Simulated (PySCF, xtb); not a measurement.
Bond stretch in Br₂ (anion, charge -1), doublet.

Computed with: UKS-B3LYP/6-31G* = PySCF with unrestricted B3LYP/6-31G*, spherical d; GFN1-xTB (xtb); UKS-B3LYP = unrestricted B3LYP/aug-cc-pVDZ (PySCF); UKS-M06-2X = unrestricted M06-2X/aug-cc-pVDZ in PySCF; UHF/aug-cc-pVDZ (PySCF).

Energies are in kJ/mol, each relative to the lowest point of its own curve near equilibrium.

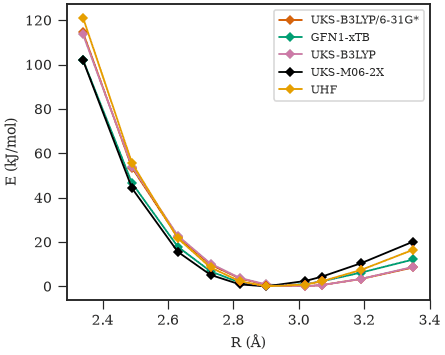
Fig. 1. Energy against bond length for each method.

```json
[
 {"R / Å": "2.34", "UKS-B3LYP/6-31G*": "114.5", "GFN1-xTB": "102.1", "UKS-B3LYP": "113.5", "UKS-M06-2X": "101.9", "UHF": "121.1"},
 {"R / Å": "2.49", "UKS-B3LYP/6-31G*": "53.4", "GFN1-xTB": "46.5", "UKS-B3LYP": "54.0", "UKS-M06-2X": "44.2", "UHF": "55.5"},
 {"R / Å": "2.63", "UKS-B3LYP/6-31G*": "22.1", "GFN1-xTB": "17.8", "UKS-B3LYP": "22.8", "UKS-M06-2X": "15.5", "UHF": "21.6"},
 {"R / Å": "2.73", "UKS-B3LYP/6-31G*": "9.8", "GFN1-xTB": "6.8", "UKS-B3LYP": "10.2", "UKS-M06-2X": "5.2", "UHF": "8.5"},
 {"R / Å": "2.82", "UKS-B3LYP/6-31G*": "3.5", "GFN1-xTB": "1.7", "UKS-B3LYP": "3.8", "UKS-M06-2X": "0.9", "UHF": "2.2"},
 {"R / Å": "2.90", "UKS-B3LYP/6-31G*": "0.7", "GFN1-xTB": "0.0", "UKS-B3LYP": "0.8", "UKS-M06-2X": "0.0", "UHF": "0.0"},
 {"R / Å": "3.02", "UKS-B3LYP/6-31G*": "0.0", "GFN1-xTB": "1.0", "UKS-B3LYP": "0.0", "UKS-M06-2X": "2.4", "UHF": "0.8"},
 {"R / Å": "3.07", "UKS-B3LYP/6-31G*": "0.6", "GFN1-xTB": "2.2", "UKS-B3LYP": "0.6", "UKS-M06-2X": "4.3", "UHF": "2.2"},
 {"R / Å": "3.19", "UKS-B3LYP/6-31G*": "3.3", "GFN1-xTB": "6.2", "UKS-B3LYP": "3.3", "UKS-M06-2X": "10.4", "UHF": "7.4"},
 {"R / Å": "3.35", "UKS-B3LYP/6-31G*": "8.5", "GFN1-xTB": "12.1", "UKS-B3LYP": "8.8", "UKS-M06-2X": "20.2", "UHF": "16.5"}
]
```

At the longest distance, 3.35 Å, UKS-M06-2X lies highest above its minimum (20.2 kJ/mol) and UKS-B3LYP/6-31G* lowest (8.5 kJ/mol).

The scan ran from 2.34 to 8.69 Å; beyond the distances shown one of the unrestricted levels run for this scan, shown here or not, changes its spin distribution in one step. Where the anion isn't bound against loss of the electron, the finite basis alone holds it.
